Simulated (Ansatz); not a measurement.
# AlNi (Pm-3m): thermal expansion from first principles

Wanted: α(T), C_P(T) and B(T) of AlNi in the quasi-harmonic approximation.

Experimental results on record:
- heat capacity C_P per formula unit 45.9 J/mol/K near room temperature (given in “High-Throughput Prediction of Finite-Temperature Properties using the Quasi-Harmonic Approximation”, 2016, arXiv:1603.06924)

Program: Ansatz 0.2.0. Level of theory: DFT LDA, scalar-relativistic, plane waves, PAW, in the first sound run; inputs show where later runs differ. Results are calculated unless marked as measured.

The database entry behind the starting cell differs from later determinations by our own check (about 0.2 % short), so it need not match the best structure at ambient conditions.

### 1. Set-up

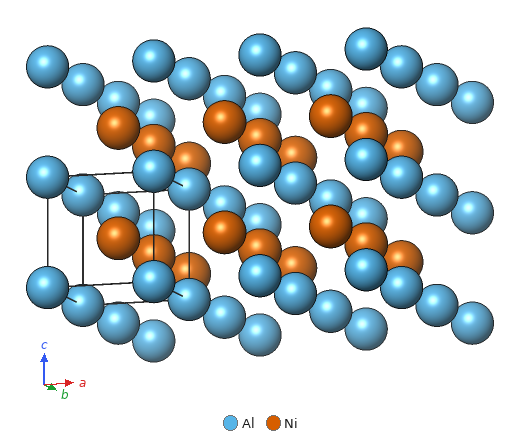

The starting structure, seen from a free direction (aluminium blue, nickel orange). 3×3×2 cells are drawn. Some periodic images of atoms are drawn too.

### 2. A first coarse run

Before spending time, one coarse run tells the gap and the pressure of the starting cell.

Contents of input.yaml:

```yaml
crystal:
  lattice:
    - [2.881, 0.0, 0.0]
    - [0.0, 2.881, 0.0]
    - [0.0, 0.0, 2.881]
  atoms:
    - { symbol: Al, position: [0.0, 0.0, 0.0] }
    - { symbol: Ni, position: [0.5, 0.5, 0.5] }
kpoints:
  mp_grid: { grid: [6, 6, 6] }
hamiltonian:
  xc: lda
scf:
  occupations: { method: gaussian, width: 0.1 }
  lower_state_search: "off"
output:
  forces: true
  stress: true
  eigenvalues: true
```

Started as:

```
> ansatz run input.yaml --threads 8 --pin off --max-ram 16384MiB --backend cpu --events-out ev --progress --plain --runs-dir out
```

Numbers of over 12 decimals in the logs are rounded to 6 here.

The log of the run:

```text
Engine: ansatz 0.2.0, aarch64-unknown-linux-gnu
Pseudopotentials: kind: paw
Pseudopotential: Al, paw, valence charge 3, recommended cutoff 420 eV (normal), Al.paw.azcp
Pseudopotential: Ni, paw, valence charge 18, recommended cutoff 420 eV (normal), Ni.paw.azcp
Functional definition: SPW92
  exchange = slater_x
  correlation = pw_c
Crystal: 2 atoms, lattice volume = 23.913 Å³
Basis set: ecut = 420 eV, 461 PW (Γ)
Bands: 15, of which v1, the nominal top of the filled ones, is band 11 counted from 1 (10 counted from 0)
Symmetry: 48 space group operations
Space group: Pm-3m (ITA 221), of the structure as read, at distance tolerance 2.9e-5 Å
k-points: 20 of 216
Non-local potential: Al, projectors of the file, l = 0: 2, l = 1: 2, l = 2: 1
Non-local potential: Ni, projectors of the file, l = 0: 3, l = 1: 2, l = 2: 3, l = 3: 1
PAW form: soft (Blöchl's): semilocal exchange-correlation on the pseudo side does not see the compensation charge
PAW frozen core: Al, regenerated for the run's functional, and the local potential with it (the file was generated under x = pbe(κ = 0.804, μ = 0.219515), c = pbe(β = 0.066725))
PAW frozen core: Ni, regenerated for the run's functional, and the local potential with it (the file was generated under x = pbe(κ = 0.804, μ = 0.219515), c = pbe(β = 0.066725))
PAW one-centre angular grid: Al, 110 points (default); XC on 64 Gauss nodes
PAW one-centre angular grid: Ni, 590 points (default); XC on 64 Gauss nodes
Initial density: superposition of atomic densities (neutral atoms: chi_scale 0, normalization atom), corrected by the library's trained network
Initial wavefunctions: pseudopotential atomic-orbital guess
Functional: x = slater, c = lda
SCF iter   1: F=—  HF=-6287.609452 eV  |F-HF|=—  |Δ(HF+E_count)|=         —  Δρ=1.58e-2  dr2=2.69e-2  ethr=1.77e-3  ⟨swp⟩=4.8  Hψ=1385  notcnv=0
preconditioner: auto → none  [insulator: Δε(μ)=0.301 eV  Ē_g=9.658 eV  σ=0.100 eV  W_gap=0.59  n_scr=6 (ndim 8)  ℏωp=27.4 eV  f_vac=0.000  D(μ)=1.48/eV (n_scr^D=18)  ε∞_Penn≈9.0]
SCF iter   2: F=—  HF=-6287.604947 eV  |F-HF|=—  |Δ(HF+E_count)|=   4.50e-3  Δρ=2.43e-3  dr2=6.29e-4  ethr=1.28e-4  ⟨swp⟩=2.9  Hψ=650  notcnv=0  defer=5
SCF iter   3: F=—  HF=-6287.604884 eV  |F-HF|=—  |Δ(HF+E_count)|=   6.33e-5  Δρ=9.48e-4  dr2=8.86e-5  ethr=2.99e-6  ⟨swp⟩=1.1  Hψ=296  notcnv=0  defer=5
SCF iter   4: F=—  HF=-6287.604897 eV  |F-HF|=—  |Δ(HF+E_count)|=   1.29e-5  Δρ=4.62e-5  dr2=4.03e-7  ethr=4.22e-7  ⟨swp⟩=1.9  Hψ=388  notcnv=0  defer=5
iter 5 did not close the SCF: its close was put off for the readings that it lacked (scf_convergence_deferred on its scf_iter line)
SCF iter   5: F=-6287.604897 eV  HF=-6287.604897 eV  |F-HF|=1.09e-8  |Δ(HF+E_count)|=   8.18e-8  Δρ=6.66e-6  dr2=5.01e-9  ethr=1.92e-9  ⟨swp⟩=2.4  Hψ=497  notcnv=0  defer=5
SCF iter   6: F=-6287.604897 eV  HF=-6287.604897 eV  |F-HF|=0.00e0  |Δ(HF+E_count)|=   1.86e-9  Δρ=3.67e-7  dr2=1.49e-11  ethr=2.38e-11  ⟨swp⟩=3.1  Hψ=1020  notcnv=0
SCF 1 converged in 6 iterations: F = -6287.604897 eV  dr2 = 1.49e-11
  greatest PAW one-centre occupation: 1.002 electrons in one spin orbital (limit 2), on the Ni atom at site 1 (counted from 0), in its partial waves of l = 1
SCF converged after 6 iterations
Free energy (F): -6287.604897 eV
Harris-Foulkes:  -6287.604897 eV  (|F-HF|=0.00e0)
Internal energy: -6287.597459 eV  (E = F + TS)
E sigma→0 (E₀):  -6287.601178 eV
Entropy (-TS):   -0.007438 eV (-3.719 meV/atom)
Fermi energy:    13.683980 eV
--- Per-component energies (eV) ---
  E_band       = -339.731816
  E_kinetic    = 311.865033
  E_local      = -4450.482773  (includes V_loc(G=0)·N_el)
  E_nonlocal   = 651.328817
  E_hartree    = 1911.999177
  E_xc         = -125.653310
  E_vxc        = -141.054570  (∫ρ·V_xc dr)
  E_paw        = -2009.530281  (= ΣΔE_a)
  E_vpaw       = -535.386855  (= ΣTr[D̂ρ^β])
  E_aug_tail   = 0.000417  (compensation charges beyond the density's cutoff)
  E_ewald      = -2577.614375
  E_core_change = 0.489837  (= ΣΔE_core)
  E_smearing   = -0.007438  (= −TS)
  E_closure    = -0.000000  (closes the sum)
  Σ components = -6287.604897   (vs F -6287.604897, Δ=0.00e0)
--- Forces (eV/Å), atoms counted from 1 ---
  atom   1  Al    -0.00000000     0.00000000     0.00000000
  atom   2  Ni     0.00000000     0.00000000     0.00000000
  max |Σ_I F_I| component: 2.94e-29 eV/Å
--- Stress (GPa, compression-positive) ---
       -8.226552       0.000000       0.000000
        0.000000      -8.226552       0.000000
        0.000000       0.000000      -8.226552
  P = ⅓ Tr σ = -8.2266 GPa (-82.266 kbar)
--- Band table (eV; the first three rows and the last of 20) ---
  k-point 0: bands = [... 7 lower, 12.0727, 12.0727, 12.0727, 19.0971, 19.0971, 19.0971, 21.8228, 21.8228]
  k-point 1: bands = [... 7 lower, 11.8731, 11.8731, 12.0952, 16.0349, 19.7478, 19.7478, 21.8493, 24.2346]
  k-point 2: bands = [... 7 lower, 11.5222, 11.5222, 12.1404, 13.4698, 21.4651, 21.4651, 21.9150, 26.1019]
  k-point 19: bands = [... 7 lower, 12.6314, 12.6314, 15.6377, 15.6377, 15.6377, 17.2303, 18.1413, 18.1413]
```

It took 1 s on 8 threads of Arm Neoverse V2, shared host; peak memory 0.41 GiB.

This run has no spin polarisation, although Ni can carry a moment.

This step gave:

- pressure: -8.227 GPa
- volume per atom: 11.96 Å³/atom
- gap on the k-mesh: 0 eV

The start is under -8.2 GPa at this level and looks like a metal on this mesh.

### 3. A loose first relaxation

The start is far from rest, so a relaxation with loose thresholds first brings it near the minimum.

Changes to input.yaml since step 2:

```diff
@@ -9,3 +9,3 @@
 kpoints:
-  mp_grid: { grid: [6, 6, 6] }
+  mp_grid: { grid: [8, 8, 8] }
 hamiltonian:
@@ -19 +19,6 @@
   eigenvalues: true
+relax:
+  adjacent_minimum: "off"
+  f_tol: 0.05
+  max_steps: 80
+  cell: { stress_tol: 0.5 }
```

The log of the run:

```text
[...]
Crystal: 2 atoms, lattice volume = 23.913 Å³
Basis set: ecut = 420 eV, 461 PW (Γ)
Bands: 15, of which v1, the nominal top of the filled ones, is band 11 counted from 1 (10 counted from 0)
Symmetry: 48 space group operations
[...]
k-points: 35 of 512
[...]
SCF iter   1: F=—  HF=-6287.631385 eV  |F-HF|=—  |Δ(HF+E_count)|=         —  Δρ=1.38e-2  dr2=1.93e-2  ethr=1.77e-3  ⟨swp⟩=4.8  Hψ=2409  notcnv=0
[...]
SCF iter   6: F=-6287.627781 eV  HF=-6287.627781 eV  |F-HF|=4.55e-12  |Δ(HF+E_count)|=   1.93e-9  Δρ=3.90e-7  dr2=1.99e-11  ethr=1.87e-11  ⟨swp⟩=3.4  Hψ=1840  notcnv=0
SCF 1 converged in 6 iterations: F = -6287.627781 eV  dr2 = 1.99e-11
[...]
relax step   1: F+E_penalty+E_count = -6287.62778117 eV  Δ(F+E_penalty+E_count) = +0.000e0 eV  max|allowed force component| = 8.046e-29 eV/Å  Δτ_max = 0.0000 Å  P = -8.364 GPa  Ω = 23.913 Å³  (6 SCF iters, dr2 threshold 1.00e-7 eV, accepted)
Crystal: 2 atoms, lattice volume = 23.184 Å³
[...]
iter 1 solved again at ethr=1.31e-5 eV; its pass at ethr=3.10e-3 eV (dr2=2.76e-3 eV) is discarded
[...]
SCF iter   6: F=-6287.655257 eV  HF=-6287.655257 eV  |F-HF|=1.00e-11  |Δ(HF+E_count)|=  9.37e-11  Δρ=1.95e-7  dr2=4.29e-12  ethr=1.00e-12  ⟨swp⟩=1.1  Hψ=1593  notcnv=0
SCF 2 converged in 6 iterations: F = -6287.655257 eV  dr2 = 4.29e-12
relax step   2: F+E_penalty+E_count = -6287.65525748 eV  Δ(F+E_penalty+E_count) = -2.748e-2 eV  max|allowed force component| = 8.447e-30 eV/Å  Δτ_max = 0.0000 Å  P = -3.399 GPa  Ω = 23.184 Å³  energy of the carried Pulay correction = +4.184e-4 eV  (6 SCF iters, dr2 threshold 2.00e-7 eV, accepted)
Crystal: 2 atoms, lattice volume = 22.711 Å³
[...]
SCF iter   6: F=-6287.660204 eV  HF=-6287.660204 eV  |F-HF|=1.00e-11  |Δ(HF+E_count)|=  5.73e-11  Δρ=1.73e-7  dr2=3.24e-12  ethr=1.00e-12  ⟨swp⟩=1.1  Hψ=1565  notcnv=0
SCF 3 converged in 6 iterations: F = -6287.660204 eV  dr2 = 3.24e-12
relax step   3: F+E_penalty+E_count = -6287.66020438 eV  Δ(F+E_penalty+E_count) = -4.947e-3 eV  max|allowed force component| = 4.676e-30 eV/Å  Δτ_max = 0.0000 Å  P = +0.309 GPa  Ω = 22.711 Å³  energy of the carried Pulay correction = +6.975e-4 eV  (6 SCF iters, dr2 threshold 2.00e-7 eV, accepted)
[...]
SCF iter   6: F=-6287.659656 eV  HF=-6287.659656 eV  |F-HF|=0.00e0  |Δ(HF+E_count)|=  9.09e-13  Δρ=8.03e-9  dr2=3.16e-15  ethr=1.00e-12  ⟨swp⟩=2.0  Hψ=1354  notcnv=0
SCF 4 converged in 6 iterations: F = -6287.659656 eV  dr2 = 3.16e-15
relax step   4: F+E_penalty+E_count = -6287.65965602 eV  Δ(F+E_penalty+E_count) = +5.484e-4 eV  max|allowed force component| = 7.412e-30 eV/Å  Δτ_max = 0.0000 Å  P = +0.275 GPa  Ω = 22.711 Å³  stress off target by 2.75e-1 GPa  SCF on the basis re-selected at this cell (its energy is not comparable with the rows above)  (6 SCF iters)
basis re-selected at this cell: Δ(F+E_penalty+E_count) = +5.484e-4 eV, ΔP = -0.034 GPa vs the last step (what re-selecting the basis moved, of the pressure what is left beyond the Pulay correction that the steps carried, after the strain that the cell walked since its last selection, with what the two solves' SCF thresholds leave and, on support functions, any second-order correction that the steps lacked; it is no m [...]
SCF converged after 6 iterations
Free energy (F): -6287.659656 eV
[...]
Internal energy: -6287.653798 eV  (E = F + TS)
E sigma→0 (E₀):  -6287.656727 eV
Entropy (-TS):   -0.005858 eV (-2.929 meV/atom)
Fermi energy:    14.476038 eV
[...]
--- Stress (GPa, compression-positive) ---
        0.275425       0.000000       0.000000
        0.000000       0.275425       0.000000
       -0.000000       0.000000       0.275425
  P = ⅓ Tr σ = 0.2754 GPa (2.754 kbar)
--- Band table (eV; the first three rows and the last of 35) ---
  k-point 0: bands = [... 7 lower, 12.8821, 12.8821, 12.8821, 20.2206, 20.2206, 20.2206, 22.8909, 22.8909]
  k-point 1: bands = [... 7 lower, 12.7541, 12.7541, 12.8964, 18.0065, 20.6069, 20.6069, 22.8930, 24.7933]
  k-point 2: bands = [... 7 lower, 12.4724, 12.4724, 12.9312, 15.4361, 21.6683, 21.6683, 22.8984, 26.5882]
  k-point 34: bands = [... 7 lower, 13.4884, 13.4884, 16.4955, 16.4955, 16.4955, 18.5953, 19.2785, 19.2785]
--- Relaxed structure (3 steps of the walk, 3 accepted, 1 SCFs on fresh bases) ---
  F+E_penalty+E_count = -6287.65965602 eV   max|allowed force component| = 7.412e-30 eV/Å   (the final SCF, on the basis selected at the relaxed cell)
  cell:  # Å, volume = 22.7108 Å³
    - [2.831896, 0, 0.0]
    - [0, 2.831896, 0.0]
    - [0, 0.0, 2.831896]
  atoms:
    - { symbol: Al, position: [0, 0, 0] }
    - { symbol: Ni, position: [0.5, 0.5, 0.5] }
```

Elapsed: 0.84 s, on 8 threads; peak memory 0.43 GiB; 3.7 s of CPU time.

The steps of the relaxation:

```
step  energy less that of the first step (eV)  largest force component (eV/Å)  pressure (GPa)  volume (Å³)
   1                                   0.0000                          0.0000           -8.36        23.91
   2                                  -0.0275                          0.0000           -3.40        23.18
   3                                  -0.0324                          0.0000            0.31        22.71
  4*                                  -0.0319                          0.0000            0.28        22.71
```

Relaxation steps marked * repeat the geometry before them on a plane-wave basis chosen anew for their cell, so energy and pressure can jump there.

Forces are held to the 48 operations that the run works with; a distortion that breaks them can't arise in this run.

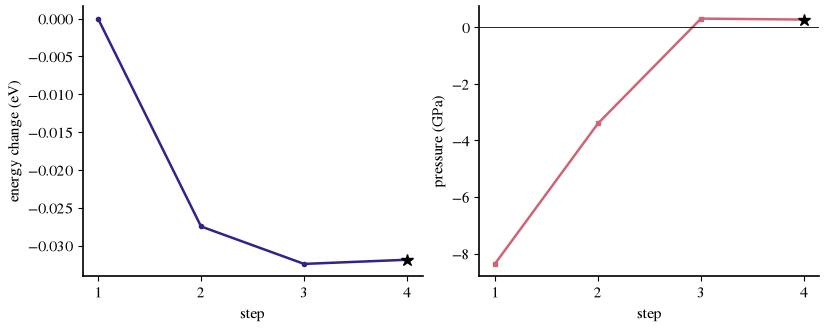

Energy and pressure along the relaxation. Stars mark steps on a basis chosen anew.

```csv
"conventional cell, symmetrised",before,after,change
a (Å),2.881,2.832,-1.7 %
b (Å),2.881,2.832,-1.7 %
c (Å),2.881,2.832,-1.7 %
volume (Å³/atom),11.96,11.36,-5.0 %
```

Final coordinates:

```xyz
2
Lattice="2.8319 0.0000 0.0000 0.0000 2.8319 0.0000 0.0000 0.0000 2.8319" Properties=species:S:1:pos:R:3 pbc="T T T"
Al    0.0000    0.0000    0.0000
Ni    1.4159    1.4159    1.4159
```

This step gave:

| Property | Result |
| --- | --- |
| pressure | 0.2754 GPa |
| volume per atom | 11.36 Å³/atom |

The relaxation ends with a pressure of 0.28 GPa.

### 4. Relaxation

The vibrations must be taken about the equilibrium of this functional, not about the starting cell, so the structure is relaxed.

input.yaml, the sections that differ from step 3:

```yaml
crystal:
  lattice:
    - [2.8318957033, 0.0, 0.0]
    - [0.0, 2.8318957033, 0.0]
    - [0.0, 0.0, 2.8318957033]
  atoms:
    - { symbol: Al, position: [0.0, 0.0, 0.0] }
    - { symbol: Ni, position: [0.5, 0.5, 0.5] }
kpoints:
  mp_grid: { grid: [14, 14, 14] }
relax:
  adjacent_minimum: "off"
  f_tol: 0.005
  max_steps: 80
  cell: { stress_tol: 0.05 }
# hamiltonian, scf, output: as in step 3
```

The log of the run:

```text
[...]
Crystal: 2 atoms, lattice volume = 22.711 Å³
Basis set: ecut = 420 eV, 461 PW (Γ)
Bands: 15, of which v1, the nominal top of the filled ones, is band 11 counted from 1 (10 counted from 0)
Symmetry: 48 space group operations
[...]
k-points: 120 of 2744
[...]
k-point 119: bands = [... 7 lower, 13.4770, 13.4770, 16.4833, 16.4833, 16.4833, 18.5709, 19.2610, 19.2610]
--- Relaxed structure (3 steps of the walk, 3 accepted, 1 SCFs on fresh bases) ---
[...]
cell:  # Å, volume = 22.7281 Å³
    - [2.832617, 0, 0]
    - [0, 2.832617, 0.0]
    - [0, 0.0, 2.832617]
  atoms:
    - { symbol: Al, position: [0, 0, 0] }
    - { symbol: Ni, position: [0.5, 0.5, 0.5] }
[key lines of the parts left out:]
SCF converged after 7 iterations
Free energy (F): -6287.664166 eV
Fermi energy:    14.507679 eV
P = ⅓ Tr σ = 0.0010 GPa (0.010 kbar)
```

Run time: 1.5 s. Hardware: 8 threads; peak memory 0.49 GiB.

Little changed from the start: no atom moved by 0.005 Å and no cell edge by 0.1 %.

This step gave:

| Property | Result |
| --- | --- |
| pressure | 0.001003 GPa |

### 5. Tight relaxation

The thresholds are tightened for a last relaxation ahead of the phonons, and where mesh or smearing change with them the cell follows.

Contents of input.yaml:

```yaml
crystal:
  lattice:
    - [2.8326165067, 0.0, 0.0]
    - [0.0, 2.8326165067, 0.0]
    - [0.0, 0.0, 2.8326165067]
  atoms:
    - { symbol: Al, position: [0.0, 0.0, 0.0] }
    - { symbol: Ni, position: [0.5, 0.5, 0.5] }
kpoints:
  mp_grid: { grid: [16, 16, 16] }
hamiltonian:
  xc: lda
scf:
  occupations: { method: methfessel_paxton, width: 0.2 }
  lower_state_search: "off"
output:
  forces: true
  stress: true
  eigenvalues: true
relax:
  adjacent_minimum: "off"
  f_tol: 0.001
  max_steps: 60
  cell: { stress_tol: 0.01 }
```

The log of the run:

```text
[...]
Crystal: 2 atoms, lattice volume = 22.728 Å³
Basis set: ecut = 420 eV, 461 PW (Γ)
Bands: 15, of which v1, the nominal top of the filled ones, is band 11 counted from 1 (10 counted from 0)
Symmetry: 48 space group operations
[...]
k-points: 165 of 4096
[...]
k-point 164: bands = [... 7 lower, 13.4873, 13.4873, 16.4899, 16.4899, 16.4899, 18.5795, 19.2704, 19.2704]
--- Relaxed structure (3 steps of the walk, 3 accepted, 1 SCFs on fresh bases) ---
[...]
cell:  # Å, volume = 22.7198 Å³
    - [2.832273, 0, 0]
    - [0, 2.832273, 0]
    - [0, 0, 2.832273]
  atoms:
    - { symbol: Al, position: [0, 0, 0] }
    - { symbol: Ni, position: [0.500000, 0.500000, 0.500000] }
[key lines of the parts left out:]
SCF converged after 4 iterations
Free energy (F): -6287.664204 eV
Fermi energy:    14.539927 eV
P = ⅓ Tr σ = 0.0009 GPa (0.009 kbar)
```

The job ended after 1.6 s (8 threads; peak memory 0.52 GiB).

Little changed from the start: no atom moved by 0.005 Å and no cell edge by 0.1 %.

This step gave:

```
pressure : 9.41e-4 GPa
```

The residual pressure is 9.4e-4 GPa, small enough for phonons.

(Continued in part 2 of 4.)

[Logs are printed without paths, hosts, clocks, repeated set-up lines and the standing remarks that a program may print on its own settings, such as how far it seeks lower states.]

[Hosts, paths, dates, database ids (printed as entryN), source tags and the programs' standing remarks are cut or masked in the printed files.]

[A step with changed settings may run another functional than the one named; its input shows which.]
